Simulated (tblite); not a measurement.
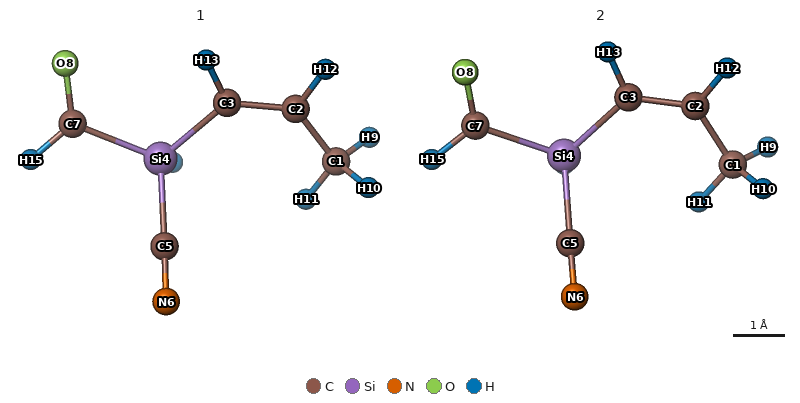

Two geometries of C₅H₇NOSi, drawn at one scale. One is the start of a relaxation, the other its converged end. The picture is a ball-and-stick view, seen face on.

Theory: GFN2-xTB geometry optimisation, gas phase (tblite 0.8.0). 

> Which one is relaxed?

Structure 2 is the relaxed one. The largest move after the best rigid fit is that of the O atom, 0.40 Å. By element the largest moves are O 0.40 Å, H 0.26 Å, N 0.24 Å, C 0.20 Å, Si 0.18 Å. Near-neighbour distances that change, for instance: C–Si 1.889 → 1.925 Å, C–C 1.360 → 1.330 Å, C–O 1.232 → 1.203 Å, H–Si 1.495 → 1.468 Å. Bond angles that change, for instance: C–Si–H 106.8° → 117.8°, C–Si–C 108.7° → 103.8°, O–C–H 123.6° → 119.3°. After 103 geometry steps the energy has fallen by 0.226 eV. The run took 2.7 s on 1 thread of Intel(R) Xeon(R) Processor @ 2.50GHz, on a shared host.
